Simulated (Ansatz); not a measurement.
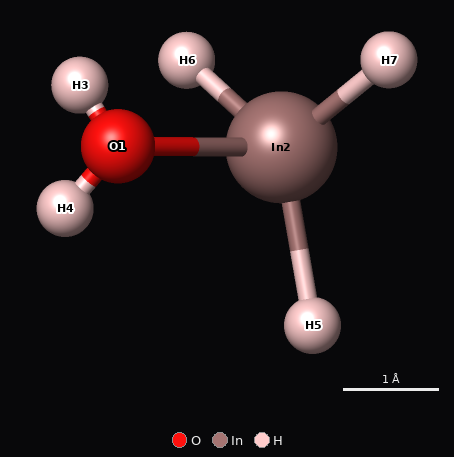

**Figure 1.** The structure as given in the input (ball-and-stick view, seen at a tilt; atoms are numbered from 1 in the order of the input). Sticks mark near contacts.

# What a change does: single-point calculation on InH₅O

System: InH₅O, SMILES [OH2+][InH3-].
Method of the first run: RHF-CCSD(T), frozen core/def2-TZVPP (Ansatz 0.2.0).

The geometry: displaced from a GFN2-xTB structure. Text and figures count atoms from 1; the logs count them from 0 in places.

The input, the first run:
```yaml
crystal:
  periodic: [false, false, false]
  atoms:
    - {symbol: O, position_ang: [-0.187900, -1.421200, 0.022400]}
    - {symbol: In, position_ang: [0.075800, 0.909800, -0.200000]}
    - {symbol: H, position_ang: [-0.187400, -1.575400, 0.773000]}
    - {symbol: H, position_ang: [-0.972200, -1.667500, -0.269200]}
    - {symbol: H, position_ang: [-0.662700, 1.079100, -1.945800]}
    - {symbol: H, position_ang: [-0.602800, 0.994300, 1.264400]}
    - {symbol: H, position_ang: [1.738800, 1.001300, -0.115600]}
basis:
  gaussian: {orbitals: def2-TZVPP}
correlation: {method: ccsd_t}
output: {forces: true}
```

Hardware: 4 CPU threads, shared host.

Output (the first run):
```
Functional definition: HF
  exchange = exact_x
  correlation = 0
1058 factors; integrals over basis functions are off by at most 1.4e-3 eV
mean field evaluation 1: about -7261.0888 eV, gradient 3.5e1 eV
mean field evaluation 2: about -7261.1345 eV, gradient 3.4e1 eV
mean field evaluation 4: about -7263.1619 eV, gradient 2.2e0 eV
mean field evaluation 8: about -7263.1815 eV, gradient 8.4e-2 eV
mean field evaluation 16: about -7262.6471 eV, gradient 1.8e1 eV
mean field -7263.18155727 eV, -266.9169990684 hartree, gradient 6.0e-7 eV, S^2 0.000000; 0 other end points of the search recorded, 0 dependent functions left out
5 core orbitals not correlated: weight in the atoms' cores, before any rotation towards them, 1.000 or more for the frozen orbitals, at most 0.000 for the correlated occupied ones
reference -7263.18155727 eV, -266.9169990684 hartree; 12, 12 occupied and 134, 134 virtual orbitals, 1058 factors
second order -15.31063657 eV of doubles, -0.00000000 eV of singles
cycle   1  -15.40570435 eV  change   -9.5e-2 eV  update   8.5e-2
cycle   2  -15.78969782 eV  change   -3.8e-1 eV  update   2.5e-2
cycle   3  -15.83973225 eV  change   -5.0e-2 eV  update   1.1e-2
cycle   4  -15.83162924 eV  change    8.1e-3 eV  update   2.8e-3
cycle   5  -15.83060555 eV  change    1.0e-3 eV  update   1.0e-3
cycle   6  -15.83076592 eV  change   -1.6e-4 eV  update   2.8e-4
cycle   7  -15.83066767 eV  change    9.8e-5 eV  update   1.0e-4
cycle   8  -15.83065121 eV  change    1.6e-5 eV  update   3.1e-5
cycle   9  -15.83066460 eV  change   -1.3e-5 eV  update   1.2e-5
cycle  10  -15.83066482 eV  change   -2.2e-7 eV  update   4.6e-6
perturbative correction -0.40218396 eV, -0.0147799879 hartree
the calculation of the forces begins
Total energy: -7279.41440605 eV, -267.5135452579 hartree
Atom 0 at    -0.187900    -1.421200     0.022400 Å, force     4.971791     5.466638   -18.135307 eV/Å
Atom 1 at     0.075800     0.909800    -0.200000 Å, force    -0.197948     0.239790    -2.725877 eV/Å
Atom 2 at    -0.187400    -1.575400     0.773000 Å, force     0.514368    -4.131458    20.633280 eV/Å
Atom 3 at    -0.972200    -1.667500    -0.269200 Å, force    -5.528648    -1.731428    -2.573544 eV/Å
Atom 4 at    -0.662700     1.079100    -1.945800 Å, force     0.424753    -0.155311     1.553865 eV/Å
Atom 5 at    -0.602800     0.994300     1.264400 Å, force    -1.057178     0.277446     1.367905 eV/Å
Atom 6 at     1.738800     1.001300    -0.115600 Å, force     0.872863     0.034323    -0.120321 eV/Å
Dipole moment:    -0.356197    -0.583728     0.276013 e Å
```

The second run used a changed input.

The two runs side by side:

```csv
quantity,the first run,the second run
outcome,converged,converged
total energy (hartree),−267.513545,−267.373717
dipole moment (D),3.54,3.56
largest force (eV/Å),21.049,21.761
basis functions,151,151
wall time (shared host),66 s,0.6 s
```

Which change of the input explains these differences?

The change (lines with − go, lines with + come):
```diff
-correlation: {method: ccsd_t}
+hamiltonian: {xc: lda}
```

The total energies belong to different methods, so their difference says nothing on which is more stable or more accurate. The largest force goes from 21.049 to 21.761 eV/Å.

Output (the second run):
```
Functional definition: SPW92
  exchange = slater_x
  correlation = pw_c
834 factors; their error is unknown
mean field evaluation 1: about -7268.0980 eV, gradient 7.0e1 eV
mean field evaluation 2: about -7246.6398 eV, gradient 1.3e2 eV
mean field evaluation 4: about -7275.5520 eV, gradient 5.9e0 eV
mean field evaluation 8: about -7275.6094 eV, gradient 2.5e-1 eV
mean field evaluation 16: about -7275.6094 eV, gradient 1.5e-5 eV
mean field -7275.60943002 eV, -267.3737149680 hartree, gradient 1.5e-5 eV, S^2 0.000000; 0 other end points of the search recorded, 0 dependent functions left out
the calculation of the forces begins
reference -7275.60948641 eV, -267.3737170402 hartree; 17, 17 occupied and 134, 134 virtual orbitals, 834 factors
Total energy: -7275.60948641 eV, -267.3737170402 hartree
Atom 0 at    -0.187900    -1.421200     0.022400 Å, force     5.501815     5.857606   -18.525735 eV/Å
Atom 1 at     0.075800     0.909800    -0.200000 Å, force    -0.255129     0.076420    -2.582267 eV/Å
Atom 2 at    -0.187400    -1.575400     0.773000 Å, force     0.631769    -4.174693    21.347667 eV/Å
Atom 3 at    -0.972200    -1.667500    -0.269200 Å, force    -6.134356    -1.839334    -2.910633 eV/Å
Atom 4 at    -0.662700     1.079100    -1.945800 Å, force     0.426317    -0.162879     1.495950 eV/Å
Atom 5 at    -0.602800     0.994300     1.264400 Å, force    -0.997793     0.225105     1.297814 eV/Å
Atom 6 at     1.738800     1.001300    -0.115600 Å, force     0.827377     0.017774    -0.122795 eV/Å
Dipole moment:    -0.345392    -0.597975     0.269968 e Å
```
